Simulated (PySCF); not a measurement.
# C$_{4}$H$_{12}$Si$_{3}$ (SMILES C=C[SiH2]/C([SiH3])=C/[SiH3]): what the fields show

```xyz
19

C    -2.4336   -0.3469    1.5904
C    -2.7396    0.0023    0.3513
Si   -1.4923    0.3110   -1.0274
C     0.2693    0.1933   -0.3383
Si    0.8009    1.4987    0.9263
C     1.0794   -0.7903   -0.7502
Si    2.8573   -1.1581   -0.2561
H    -1.4087   -0.4746    1.9029
H    -3.1804   -0.5210    2.3516
H    -3.7865    0.1145    0.0932
H    -1.6971   -0.6946   -2.0822
H    -1.7192    1.6513   -1.5893
H    -0.2886    2.4675    1.0820
H     2.0065    2.1941    0.4658
H     1.0687    0.8765    2.2281
H     0.6850   -1.4905   -1.4862
H     3.7530   -0.6864   -1.3190
H     2.9983   -2.6140   -0.1319
H     3.2178   -0.5236    1.0118
```

Geometry: GFN2-xTB.

All numbers below come from PySCF, CAM-B3LYP/def2-SVPD, SCF density, gas phase.

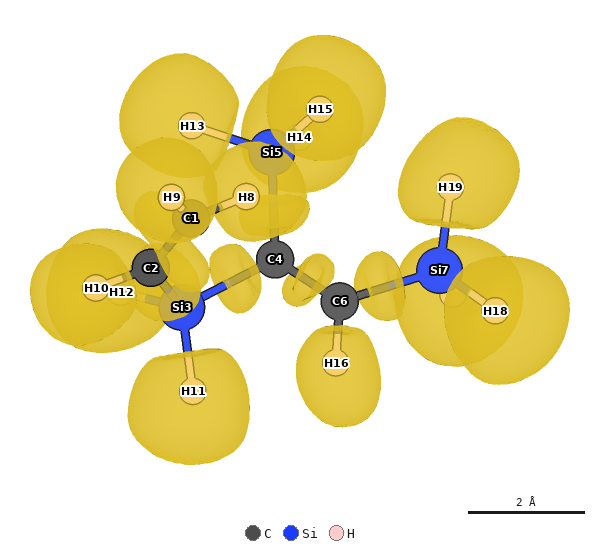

Figure 1. Isosurface of the electron localisation function at 0.8 (yellow), seen at a tilt. Core shells and regions of very low density are left out.

Identify the bonds, lone pairs and shells in this picture.

Answer. The surface consists of two regions between bonded C–C atoms (shared pairs), four regions between bonded C–Si atoms (shared pairs) and twelve regions around hydrogen nuclei. Profiles from the grid: C–C (1.32 Å): the ELF peaks at about 0.95 between the atoms (a short, multiple covalent bond). C–Si (1.88 Å): the ELF peaks at about 1 between the atoms (a covalent bond).

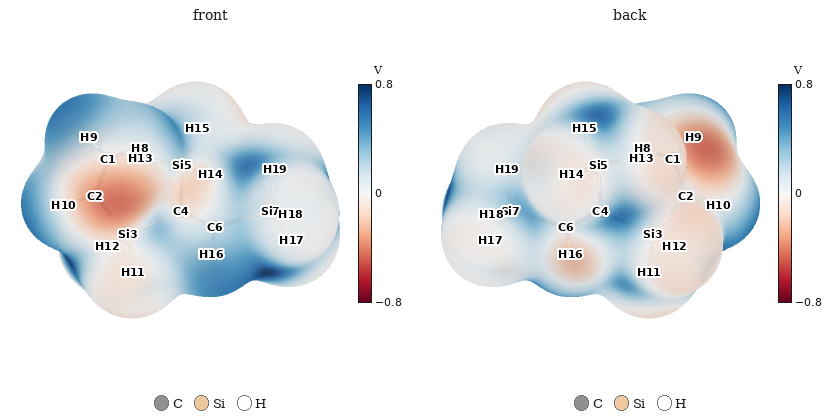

Figure 2. The electrostatic potential painted on the density surface at 0.001 e/bohr³, seen from the front and from behind; the colour scale runs from red (negative) to blue (positive).

Where is the surface potential most negative and most positive?

Answer. The most negative region (about −0.5 V, or −12 kcal/mol for a unit charge) lies over the π face of C1 and C2, the most positive (about +0.7 V, or +16 kcal/mol for a unit charge) over Si3 and Si7.

How polar is the molecule by this calculation?

Answer. Its dipole moment is 0.51 D.

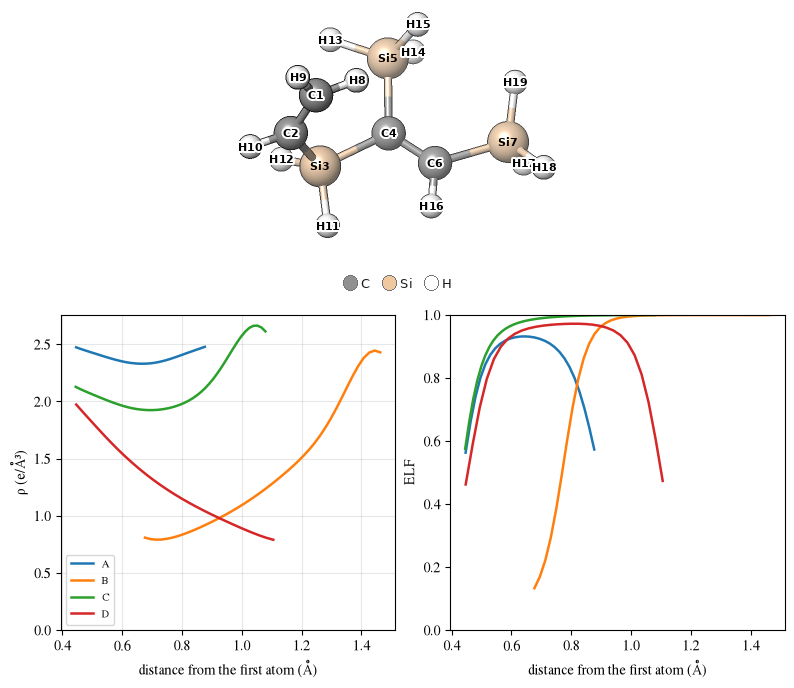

Figure 3. Electron density and ELF along straight lines between neighbouring atoms. The curves leave out the atomic cores. The structure is drawn too.

Which curve belongs to which contact (C–C, C–H, C–Si and Si–H)? The first atom named is at distance zero.

Answer. Curve A: C–C (1.32 Å): the density is about 2.3 e/Å³ at the midpoint; the ELF peaks at about 0.95 between the atoms: a multiple bond. Curve B: Si–H (1.46 Å): ρ is about 0.79 e/Å³ halfway; the ELF climbs to about 1 towards the hydrogen, as it does in any bond to H. Curve C: C–H (1.08 Å): ρ at the midpoint is about 2 e/Å³; the ELF climbs to about 1 towards the hydrogen; an ordinary covalent bond to hydrogen. Curve D: C–Si (1.88 Å): the density is about 0.96 e/Å³ at the midpoint; the ELF peaks at about 1 between the atoms (localised, covalent bonding).
